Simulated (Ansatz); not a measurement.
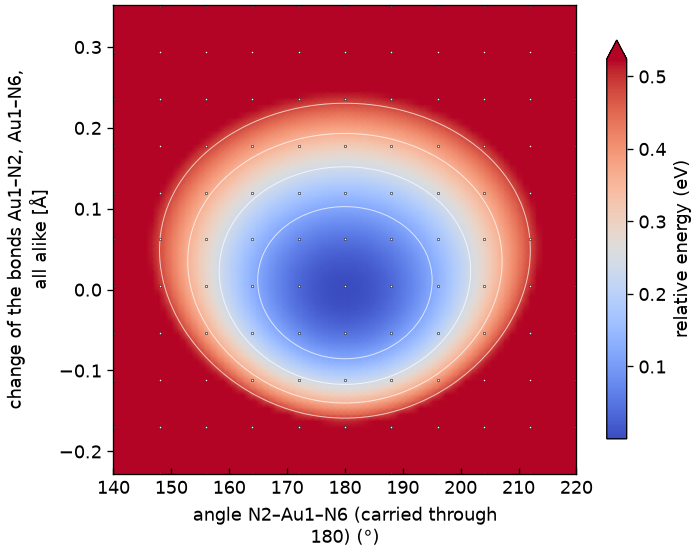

[Au(NH3)2]+, charge +1. 
- Coordinates scanned: (1) angle N2–Au1–N6 (carried through 180); (2) change of the bonds Au1–N2, Au1–N6, all alike.
- Nothing is relaxed (all other coordinates rigid).
- The grid has 11 × 11 points.
- Points are written as (first, second).
- Energies: eV, counted from the relaxed molecule at the same level.
- Computed with RKS BHLYP-D4/def2-TZVP in Ansatz.

Drawn: a smooth colour map with a few white contour lines, dots at the grid points, one colour for all values above the top of the scale. Between grid points the surface is interpolated.

Question: Estimate the position of the minimum and the force constants in these coordinates.

Answer: The interpolated minimum is at the first coordinate ≈ 180°, the second coordinate ≈ 0.000 Å. The curvatures there are about 3.6 eV/rad² and 28 eV/Å², with a cross term of about 0 eV/(rad·Å). Round the minimum the two coordinates are nearly uncoupled.
